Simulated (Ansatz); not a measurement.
ClHOZn···H$_{2}$O

Input

```
crystal:
  periodic: [false, false, false]
  atoms:
    - { symbol: Zn, position_ang: [0.0, 0.0, 0.0] }
    - { symbol: Cl, position_ang: [0.0, 0.0, 2.59] }
    - { symbol: O, position_ang: [0.0, 0.0, -1.79] }
    - { symbol: H, position_ang: [0.2547, -0.9174, -2.1271] }
    - { symbol: O, position_ang: [-1.9515, -0.354, 0.659] }
    - { symbol: H, position_ang: [-2.3935, -1.0323, 0.0551] }
    - { symbol: H, position_ang: [-1.394, -0.2528, 1.8346] }
basis:
  gaussian: { orbitals: def2-SVPD }
hamiltonian:
  xc: { name: BHLYP }
relax:
  f_tol: 0.15
  max_steps: 25
  restrain:
    - { distance: [0, 4], at: 2.99, k: 30.0 }
    - { distance: [6, 1], at: 2.57, k: 30.0 }
    - { distance: [0, 1], at: 2.24, k: 30.0 }
    - { distance: [6, 4], at: 1.01, k: 30.0 }
output:
  orbitals: {}
```

Command:

```sh
ansatz run input.yaml --threads 4 --pin off --max-ram 5120MiB --backend cpu --events-out ev --progress --plain --runs-dir out
```

The fields are those of the run's last geometry, not of the input's.

Not at a stationary point (largest force 1.1 eV/Å).

All numbers below come from RKS BHLYP/def2-SVPD (Ansatz 0.2.0).

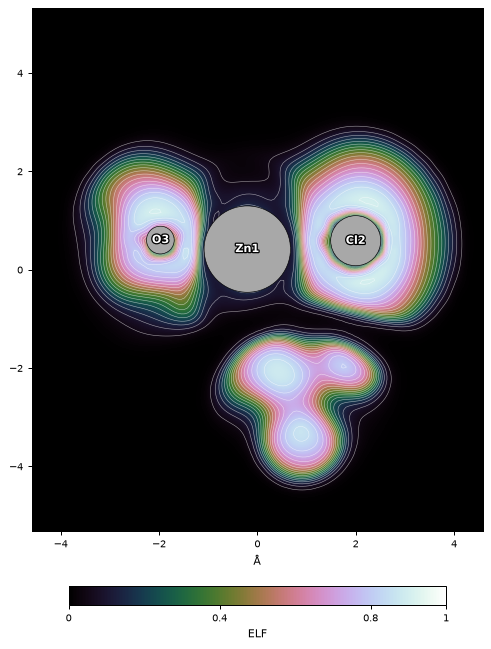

Figure 1. ELF on the plane of atoms Cl2, Zn1 and O3. Grey discs cover the atomic cores.

What do the fields say about this system?

Answer. The section cuts through Zn, Cl and O sites. Zn–O (1.78 Å): the ELF peaks at about 0.85 in the valence shell of O, 0.6 Å from its nucleus, and is about 0.15 at the midpoint. Zn–Cl (2.21 Å): the ELF peaks at about 0.85 in the valence shell of Cl, 0.9 Å from its nucleus, and is about 0.50 at the midpoint. The ELF also peaks beside O5, Cl2 and O3, away from the bonds: lone-pair regions.

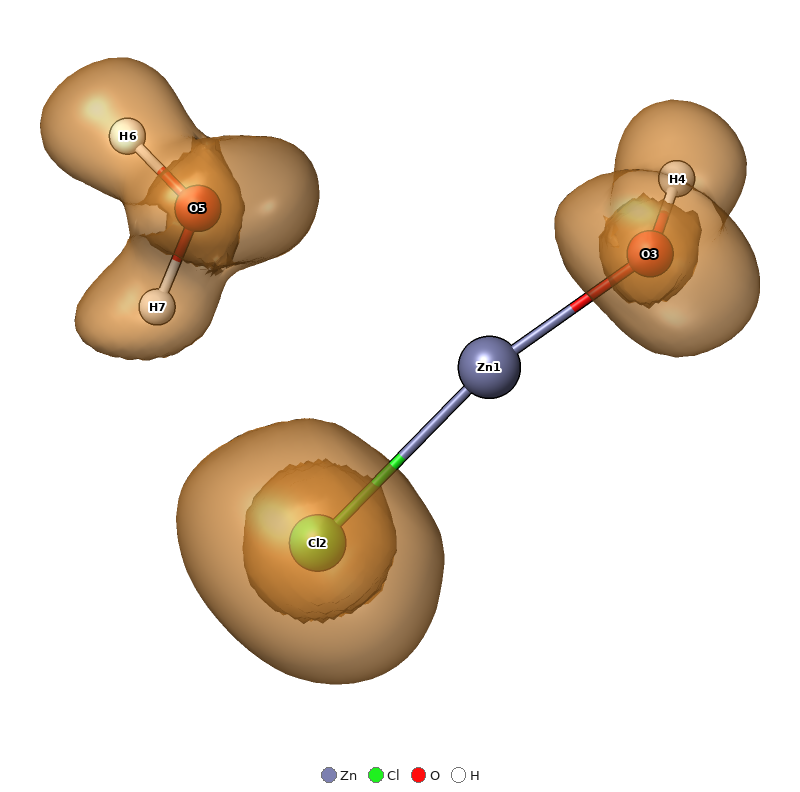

Figure 2. Isosurface of the ELF at 0.75 (orange), seen across its widest extent. Only the valence region is drawn (cores and ρ < 0.01 e/Å³ removed).

Identify the bonds, lone pairs and shells in this picture.

Answer. The surface consists of one region wrapped around Cl (its valence shell) and two joined regions spread over several atoms (H, O), in which their bonds and any lone pairs are merged.


Zn1···O5 (2.98 Å): the ELF dips to about 0 between them.

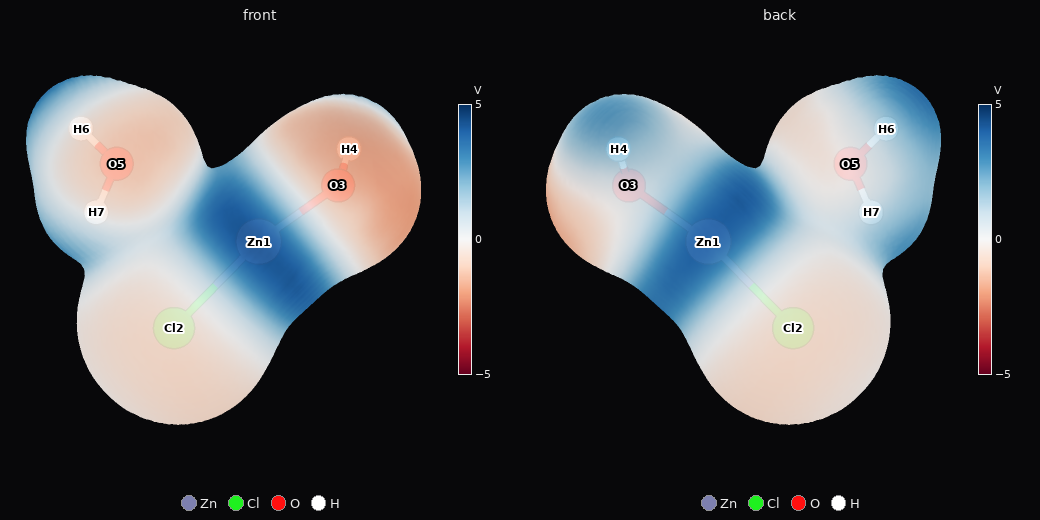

Figure 3. The molecular electrostatic potential painted on the density surface at 0.004 e/bohr³, seen from the front and from behind; the colour scale runs from red (negative) to blue (positive).

Where is the surface potential most negative and most positive?

Answer. The most negative region (about −2.0 V, or −46 kcal/mol for a unit charge) lies over O3, the most positive (about +4.2 V, or +97 kcal/mol for a unit charge) over Zn1. O3 is the likeliest acceptor of a hydrogen bond.
